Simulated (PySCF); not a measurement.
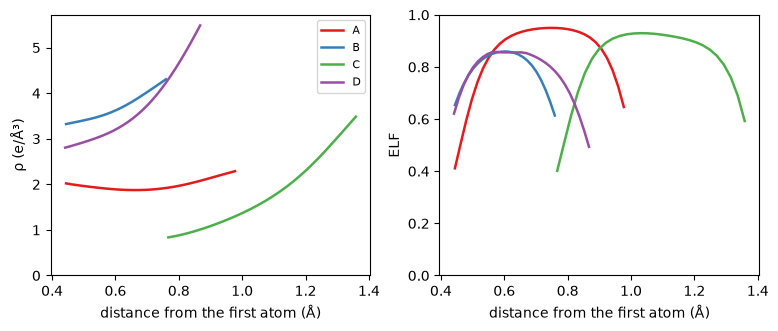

Figure 1: C5H12N2OSi2. Electron density and electron localisation function along straight lines between neighbouring atoms. The curves leave out the atomic cores.

Geometry: GFN2-xTB.

Theory: PySCF, PBE0/pcSseg-1, SCF density, gas phase, non-relativistic.

```xyz
22

C     2.1836    1.9289    0.1123
C     1.6917    0.5243   -0.1200
O     1.9442   -0.4166    0.6098
N     0.9295    0.3271   -1.2158
Si    0.4211   -1.3151   -1.5591
C    -0.6149   -2.1011   -0.1685
Si   -2.0846   -1.1122    0.5029
C    -1.4464    0.4593    1.4158
C    -1.3042    1.5534    0.5196
N    -1.1945    2.4224   -0.2199
H     2.8499    2.2169   -0.6990
H     2.7206    1.9840    1.0554
H     1.3391    2.6155    0.1256
H     0.6714    1.1296   -1.7664
H     1.6288   -2.1002   -1.8112
H    -0.3827   -1.1266   -2.7708
H     0.0565   -2.3273    0.6600
H    -0.9848   -3.0588   -0.5327
H    -3.0138   -0.6949   -0.5526
H    -2.8091   -1.8905    1.5202
H    -2.1375    0.7489    2.2080
H    -0.4744    0.2525    1.8664
```

Which curve belongs to which contact (C–C, C–N, C–O and Si–N)? The first atom named is at distance zero.

Answer. Curve A: C–C (1.42 Å): ρ at the midpoint is about 1.9 e/Å³; the ELF peaks at about 0.95 between the atoms; a covalent bond. Curve B: C–N (1.15 Å): the density is about 3.5 e/Å³ at the midpoint; the ELF peaks at about 0.85 between the atoms; a short, multiple covalent bond. Curve C: Si–N (1.75 Å): ρ is about 1 e/Å³ halfway; the ELF peaks at about 0.95 between the atoms: a shared but strongly polarised pair. Curve D: C–O (1.22 Å): ρ is about 3.2 e/Å³ halfway; the ELF peaks at about 0.85 between the atoms: a multiple bond.
